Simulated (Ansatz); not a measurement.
A series of calculations on C$_{2}$H$_{6}$ClNSi$_{2}$

**1. Relaxation**

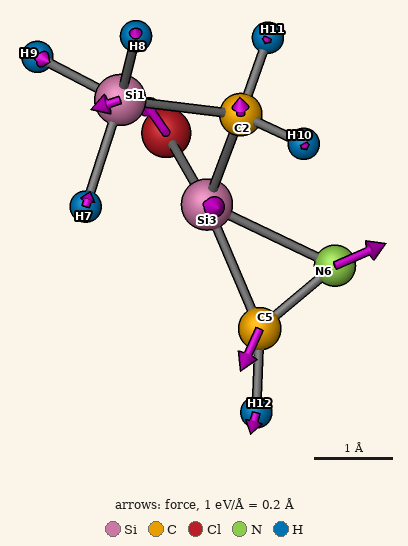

Starting geometry of C₂H₆ClNSi₂ with the computed forces as purple arrows. The picture is a ball-and-stick view, seen from a free direction.

The run prepares an end point of a later path (torsion) calculation, from a guessed geometry.

All numbers below come from RKS BLYP-D4/STO-3G in Ansatz 0.2.0.

Input file:
```yaml
crystal:
  periodic: [false, false, false]
  atoms:
    - { symbol: Si, position_ang: [0.1356, -1.8837, -0.4189] }
    - { symbol: C, position_ang: [0.5472, -0.4251, 0.6503] }
    - { symbol: Si, position_ang: [-0.6151, 0.9082, 0.1313] }
    - { symbol: Cl, position_ang: [-2.2216, 1.0009, 1.2413] }
    - { symbol: C, position_ang: [-0.0904, 2.3653, -0.6622] }
    - { symbol: "N", position_ang: [0.3758, 2.4277, 0.5267] }
    - { symbol: H, position_ang: [0.2493, -1.4541, -1.8558] }
    - { symbol: H, position_ang: [1.0091, -2.9834, -0.178] }
    - { symbol: H, position_ang: [-1.3152, -2.2339, -0.1609] }
    - { symbol: H, position_ang: [1.6026, -0.154, 0.5137] }
    - { symbol: H, position_ang: [0.4354, -0.68, 1.7306] }
    - { symbol: H, position_ang: [-0.0357, 3.0571, -1.4841] }
basis:
  gaussian: { orbitals: STO-3G }
hamiltonian:
  xc: blyp
  dispersion: d4
relax:
  f_tol: 0.015
  max_steps: 40
```

Launched with:
```bash
ansatz run input.yaml --threads 1 --pin off --max-ram 2048MiB --backend cpu --events-out ev --progress --plain --runs-dir out
```

What follows when this structure is relaxed?

It isn't relaxed: the largest force vector, on Cl4, is 4.75 eV/Å. The final displacements have little in common with the starting forces (cosine between the two patterns 0.23). The energy falls by 25.0 kcal/mol in 8 accepted moves (9 points after the start). Largest force component: 4 eV/Å at the start, 0.01 eV/Å at the end. The line search rejected the trial step at point 3 of the run. The largest move after the best rigid fit is that of Si3, 0.43 Å. Largest moves by element: Si 0.43 Å, N 0.41 Å, Cl 0.31 Å, H 0.16 Å, C 0.07 Å. Near-neighbour distances that change, for instance: Si3–Cl4 1.955 → 2.122 Å, C5–N6 1.279 → 1.366 Å, Si1–H9 1.515 → 1.453 Å, Si1–H7 1.504 → 1.454 Å. Bond angles that change, for instance: C2–Si3–N6 101.3° → 123.9°, Cl4–Si3–N6 106.2° → 117.1°, Si1–C2–Si3 105.5° → 114.9°. Cost: 43 s on 1 thread of Arm Neoverse V1 (shared host), peak memory 0.15 GiB.

Limits of the set-up: STO-3G is a minimal basis, so the numbers are rough.

**2. Relaxation**

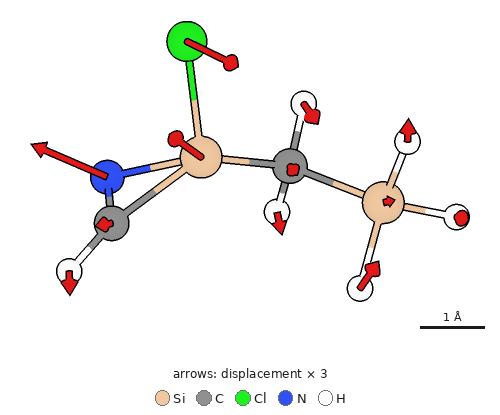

This is a relaxation of C2H6ClNSi2. The starting structure is drawn; red arrows show the displacements, magnified 3 times. The two geometries are superimposed by the best rigid fit.

Style: ball-and-stick. Shown face on.

The run prepares an end point of a later path (torsion) calculation, from a guessed geometry.

These are results of RKS BLYP-D4/STO-3G (Ansatz 0.2.0), not measurements.

Input file:
```yaml
crystal:
  periodic: [false, false, false]
  atoms:
    - { symbol: Si, position_ang: [0.1356, -1.8837, -0.4189] }
    - { symbol: C, position_ang: [0.5472, -0.4251, 0.6503] }
    - { symbol: Si, position_ang: [0.27283, -0.9926, 2.38254] }
    - { symbol: Cl, position_ang: [1.90436, -1.63403, 3.24753] }
    - { symbol: C, position_ang: [-0.98944, -0.35723, 3.39797] }
    - { symbol: "N", position_ang: [-0.16507, 0.60421, 3.22252] }
    - { symbol: H, position_ang: [0.2493, -1.4541, -1.8558] }
    - { symbol: H, position_ang: [1.0091, -2.9834, -0.178] }
    - { symbol: H, position_ang: [-1.3152, -2.2339, -0.1609] }
    - { symbol: H, position_ang: [-0.08616, 0.42737, 0.3707] }
    - { symbol: H, position_ang: [1.59841, -0.0922, 0.48101] }
    - { symbol: H, position_ang: [-1.89449, -0.42069, 3.97585] }
basis:
  gaussian: { orbitals: STO-3G }
hamiltonian:
  xc: blyp
  dispersion: d4
relax:
  f_tol: 0.015
  max_steps: 40
```

Run as
```bash
ansatz run input.yaml --threads 1 --pin off --max-ram 2048MiB --backend cpu --events-out ev --progress --plain --runs-dir out
```

Q: Describe the change and its energy.

A: Cl4 moves most after the best rigid fit: 0.50 Å. By element the largest moves are Cl 0.50 Å, N 0.44 Å, Si 0.39 Å, H 0.23 Å, C 0.11 Å. Some distances before and after: Si3–Cl4 1.955 → 2.122 Å, C5–N6 1.279 → 1.366 Å, Si1–H9 1.515 → 1.454 Å, Si1–H7 1.504 → 1.454 Å. Bond angles that change, for instance: C2–Si3–N6 101.3° → 123.8°, Cl4–Si3–N6 106.2° → 117.1°, Si1–C2–Si3 105.5° → 115.1°. The energy falls by 1.105 eV in 17 geometry steps. The largest force component goes from 3.9 to 0.013 eV/Å. The forces were under the threshold at step 10, but the run went on from there.

Limits of the set-up: STO-3G is a minimal basis, so the numbers are rough.

**3. Path**

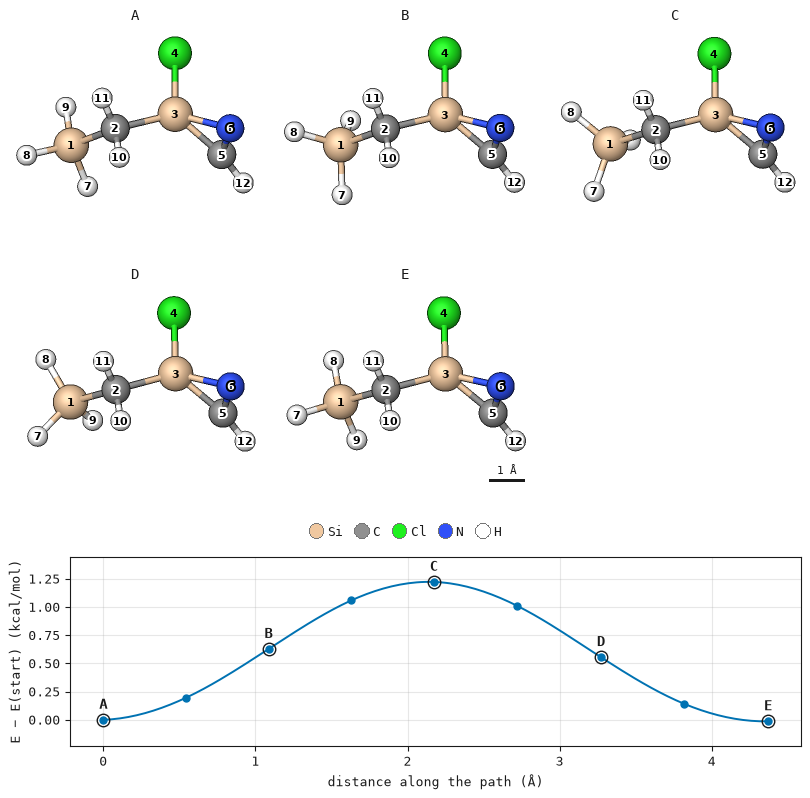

NEB run on C₂H₆ClNSi₂. Images are numbered from 0 (start) to 8 (end). Frames A to E are images 0, 2, 4, 6, 8. Style: ball-and-stick. Shown face on.

Theory: RKS BLYP-D4/STO-3G in Ansatz 0.2.0. Run with 7 movable images; climbing image; force threshold 0.05 eV/Å; iteration limit 53; starting path by image-dependent pair potential.

### What happens along the path, and what is the barrier?

The motion is a rotation about the Si1–C2 bond by about 120°. No bond forms or breaks between the ends. The two ends have nearly the same energy, and the highest point, image 4, lies 1.22 kcal/mol above the start. The band converged in 4 iterations. The largest component of the band force went from 1.3 to 0.019 eV/Å. The climbing image converged on the top of the path. Its vibrational analysis gives one imaginary mode (115i cm⁻¹), as a transition state must have.

Limits of the set-up: STO-3G is a minimal basis, so the numbers are rough.
